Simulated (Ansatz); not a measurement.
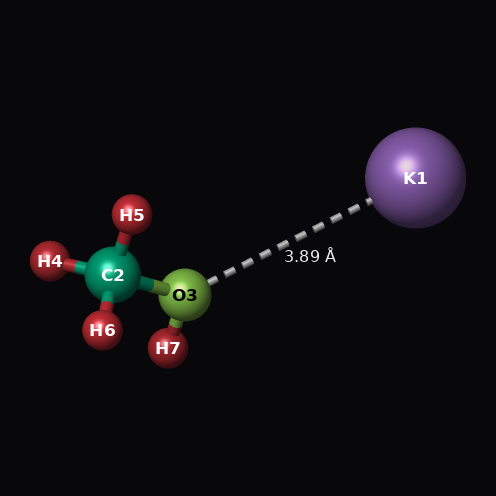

Two molecules or ions; the broken line marks their closest contact (measured against van der Waals radii). The species has charge +1 and is a spin singlet. Geometry: a pair of rigid molecules at a changed separation. Program: Ansatz 0.2.0.

**Which two species are they?**

K and CH4O (`CO.[K+]`).

Give the counterpoise-corrected interaction energy (kcal/mol, monomers kept as in the pair) with RHF-CCSD(T) (frozen core)/def2-TZVPPD; ωB97M-V/def2-TZVPPD.

```
                                level  interaction energy (kcal/mol)
RHF-CCSD(T) (frozen core)/def2-TZVPPD                           −9.5
                  ωB97M-V/def2-TZVPPD                           −9.6
```
